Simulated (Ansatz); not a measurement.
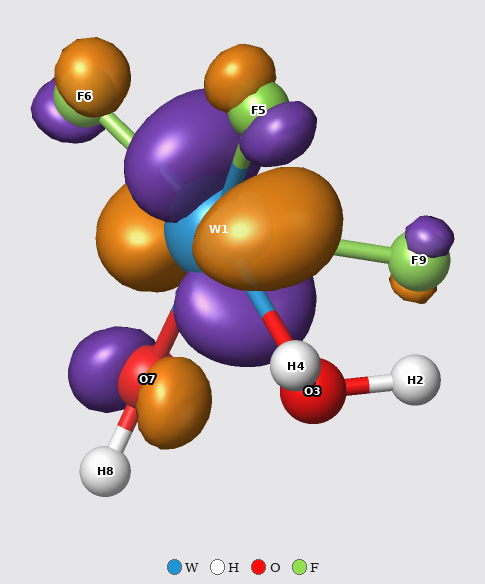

F3H3O2W. One frontier orbital at ±0.2 Å⁻³ᐟ² (orange and purple are the two phases), seen at an oblique angle.

Core potentials replace the inner electrons of W.

The calculation used RKS PBE0-D4/def2-SVP (Ansatz).

```xyz
9

W    -0.3748   -0.1831    0.0463
H     2.2471    0.1088    0.2226
O     1.7098   -0.3251    0.9147
H     1.7936    0.1953    1.7250
F    -0.2636    1.4985    0.8507
F    -2.2242   -0.0417    0.1191
O    -0.3208   -1.9993   -0.1571
H    -0.0764   -2.8732    0.1560
F     0.9981    0.3008   -1.2164
```

> Which orbital is it: HOMO or LUMO?

The LUMO, at −1.87 eV. Its weight (Hirshfeld) is mainly on W1 (about 70 %), O7 (about 10 %), F6 (about 5 %) and F5 (about 5 %).
